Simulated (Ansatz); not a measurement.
# SiH4+ (doublet): the correlation ladder, 6-31G, part 2 of 2

Ansatz 0.2.0, Gaussian basis; 6-31G, core rule «outside noble gas», up to 5 orbitals frozen.

## 13. CASSCF and NEVPT2, 7 electrons in 8 orbitals

Input file in.yaml:

```yaml
crystal:
  periodic: [false, false, false]
  atoms:
    - {symbol: Si, position_ang: [0.000000, 0.000000, 0.000000]}
    - {symbol: H, position_ang: [-0.011525, 1.085107, 1.077576]}
    - {symbol: H, position_ang: [-0.016497, -1.077632, 1.084987]}
    - {symbol: H, position_ang: [0.016497, 1.077632, -1.084987]}
    - {symbol: H, position_ang: [0.011525, -1.085107, -1.077576]}
basis:
  gaussian: {orbitals: 6-31G}
total_charge: 1
magnetization: {spin_polarized: false, initial_magnetization: 1}
correlation: {method: sc_nevpt2, electrons: outside_noble_gas, active_space: {window: {electrons: 7, orbitals: 8}, shells: [{species: H, l: s, shell: 1}, {species: Si, l: s, shell: 3}, {species: Si, l: p, shell: 3}]}}
```

On the command line:

```
> ansatz run in.yaml --threads 1 --pin off --events-out ev --progress --plain --max-ram 2393MiB
```

The program printed:

```text
Functional definition: HF
  name "HF"
  cite "Fock, Z. Phys. 61, 126 (1930) doi:10.1007/BF01340294"
  parent pbe
  exchange = exact_x
  correlation = 0
459 factors; integrals over basis functions are off by at most 2.9e-8 eV
mean field evaluation 1: about -7910.5194 eV, gradient 6.4e0 eV
mean field evaluation 2: about -7910.5200 eV, gradient 6.4e0 eV
mean field evaluation 4: about -7910.7209 eV, gradient 1.5e-1 eV
mean field evaluation 8: about -7910.7210 eV, gradient 3.5e-6 eV
mean field -7910.72097507 eV, -290.7136337545 hartree, gradient 3.5e-6 eV, S^2 0.750000; 0 other end points of the search recorded, 0 dependent functions left out
reference -7910.72097507 eV, -290.7136337545 hartree; 9, 8 occupied and 12, 13 virtual orbitals, 459 factors
state -7912.76054349 eV, -290.7885865115 hartree
state -7912.76054349 eV, -290.7885865115 hartree; corrected -7913.09149039 eV, -290.8007485856 hartree
Total energy: -7913.09149039 eV, -290.8007485856 hartree
Checks for a lower state left out: starts, orbital_swaps
```

Wall time 1.3 s (1 thread of Arm Neoverse V2, shared host).

From the report: 500 determinants; active occupations 1.97, 1.96, 1.96, 1.00, 0.04, 0.03, 0.03, 0.01.

## 14. Full CI

Edit in.yaml of step 13 so:

```diff
@@ -12,2 +12,2 @@
 magnetization: {spin_polarized: false, initial_magnetization: 1}
-correlation: {method: sc_nevpt2, electrons: outside_noble_gas, active_space: {window: {electrons: 7, orbitals: 8}, shells: [{species: H, l: s, shell: 1}, {species: Si, l: s, shell: 3}, {species: Si, l: p, shell: 3}]}}
+correlation: {method: fci, electrons: outside_noble_gas}
```

Launched as before.

The program printed:

```text
Functional definition: HF
  name "HF"
  cite "Fock, Z. Phys. 61, 126 (1930) doi:10.1007/BF01340294"
  parent pbe
  exchange = exact_x
  correlation = 0
459 factors; integrals over basis functions are off by at most 2.9e-8 eV
mean field evaluation 1: about -7910.5194 eV, gradient 6.4e0 eV
mean field evaluation 2: about -7910.5200 eV, gradient 6.4e0 eV
mean field evaluation 4: about -7910.7209 eV, gradient 1.5e-1 eV
mean field evaluation 8: about -7910.7210 eV, gradient 3.5e-6 eV
mean field -7910.72097507 eV, -290.7136337545 hartree, gradient 3.5e-6 eV, S^2 0.750000; 0 other end points of the search recorded, 0 dependent functions left out
mean field evaluation 16: about -7911.1074 eV, gradient 3.7e-3 eV
5 core orbitals not correlated: weight in the atoms' cores, before any rotation towards them, 1.000 or more for the frozen orbitals, at most 0.000 for the correlated occupied ones
reference -7910.72097507 eV, -290.7136337545 hartree; 4, 3 occupied and 12, 13 virtual orbitals, 459 factors
state -7913.19626608 eV, -290.8045990212 hartree
Total energy: -7913.19626608 eV, -290.8045990212 hartree
```

It took 1.5 s on 1 thread of Arm Neoverse V2, shared host.

From the report: 136,152 determinants, symmetry Ag.

## 15. How many determinants matter

Natural occupations of the FCI state about the gap (report; correlated orbitals 1 to 10): 1.968, 1.956, 1.956, 1.004, 0.041, 0.027, 0.027, 0.008, 0.003, 0.003. The count of effectively unpaired electrons, Σ n²(2 − n)², is 1.03; a single determinant of this spin has 1.

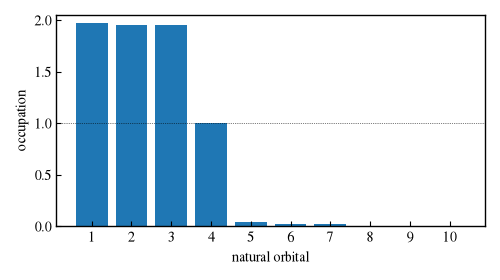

Natural occupations of the FCI state.

## 16. All levels against the top one

The yardstick is full CI for this spin, exact in this basis with these frozen cores. Rows without a time come out of other runs: HF, MP2 and CCSD of CCSD(T), CCSDT of CCSDT(Q), CASSCF and MRCISD of the multireference runs. The times of RCCSD(T), UCCSD(T) include forces.

Differences are taken before rounding.

| method | energy from the lowest RHF (kcal/mol) | from FCI (kcal/mol) | time |
| --- | --- | --- | --- |
| RHF | 0.00 | +57.08 |  |
| UHF | -8.91 | +48.17 |  |
| RMP2 | -39.50 | +17.58 |  |
| UMP2 | -40.16 | +16.92 |  |
| CISD | -54.10 | +2.98 | 0.21 s |
| RCCSD | -56.07 | +1.01 |  |
| UCCSD | -56.05 | +1.03 |  |
| RCCSD(T) | -56.78 | +0.31 | 0.39 s |
| UCCSD(T) | -56.71 | +0.37 | 0.39 s |
| BCCD(T) | -56.74 | +0.34 | 0.39 s |
| RCCSDT | -57.07 | +0.01 |  |
| UCCSDT | -57.07 | +0.01 |  |
| CISDTQ | -57.04 | +0.04 | 1.2 s |
| RCCSDT(Q) | -57.08 | 0.00 | 1.8 s |
| UCCSDT(Q) | -57.08 | 0.00 | 1.7 s |
| RCCSDTQ | -57.08 | 0.00 | 8 s |
| UCCSDTQ | -57.08 | 0.00 | 8 s |
| CASSCF valence | -47.04 | +10.05 |  |
| NEVPT2 valence | -54.67 | +2.42 | 1.3 s |
| MRCISD valence | -56.93 | +0.15 |  |
| MRCISD+Q valence | -57.03 | +0.06 | 1.8 s |
| FCI | -57.08 | 0 | 1.5 s |

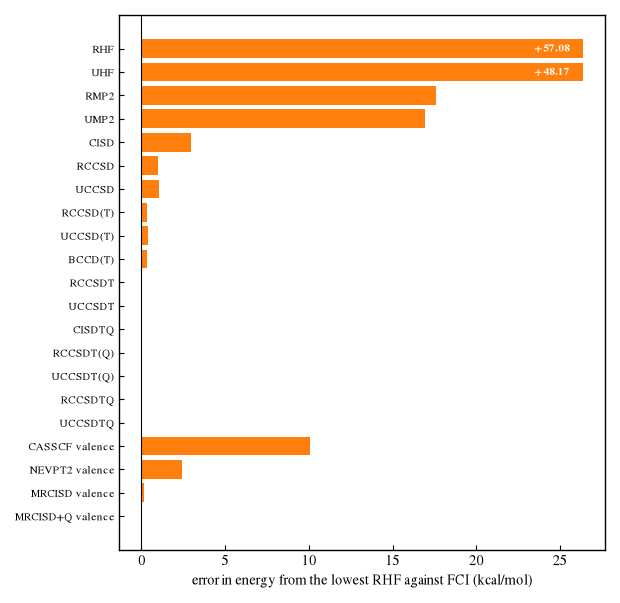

How far each level lands from FCI. Bars with a number in them are cut short.

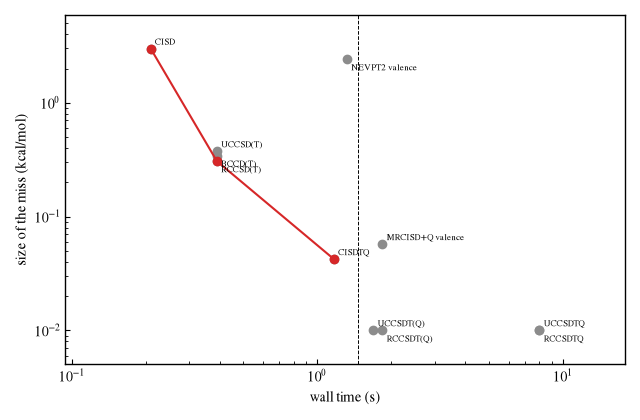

Accuracy for the time spent; red marks the levels that beat every quicker one drawn (of those quicker than the yardstick), and the dashed line is the time of FCI. Misses under 0.01 kcal/mol are drawn at that value. Times are from a shared host.

## 17. Summary of results

The summary covers parts 1 to 2.

| quantity | value |
| --- | --- |
| FCI below the RHF energy | -2.4754 eV |
| RMP2 from FCI | +17.58 kcal/mol |
| UMP2 from FCI | +16.92 kcal/mol |
| RCCSD from FCI | +1.01 kcal/mol |
| RCCSD(T) from FCI | +0.31 kcal/mol |
| UCCSD(T) from FCI | +0.37 kcal/mol |
| RCCSDT(Q) from FCI | 0.00 kcal/mol |
| UCCSDT(Q) from FCI | 0.00 kcal/mol |
| NEVPT2 valence from FCI | +2.42 kcal/mol |
| MRCISD+Q valence from FCI | +0.06 kcal/mol |
| levels within 1 kcal/mol (43 meV) | RCCSD(T), UCCSD(T), BCCD(T), RCCSDT, UCCSDT, CISDTQ, RCCSDT(Q), UCCSDT(Q), RCCSDTQ, UCCSDTQ, MRCISD valence, MRCISD+Q valence |
| T1 diagnostic | 0.029 |
| effectively unpaired electrons | 1.03 |

RCCSD(T) misses by +0.31 kcal/mol, 0.5 % of the correlation energy. One determinant dominates. Of the multireference levels listed MRCISD+Q valence comes nearest in total energy (+0.06 kcal/mol), which doesn't show that its space is the better one. These misses are within one basis, not against nature; the frozen cores of restricted and unrestricted runs differ, which can shift their rows.

CISDTQ reaches 0.04 kcal/mol from the reference in 1.2 s, where FCI took 1.5 s; the quickest level in the cost chart, CISD, takes 0.21 s and misses by 2.98 kcal/mol.
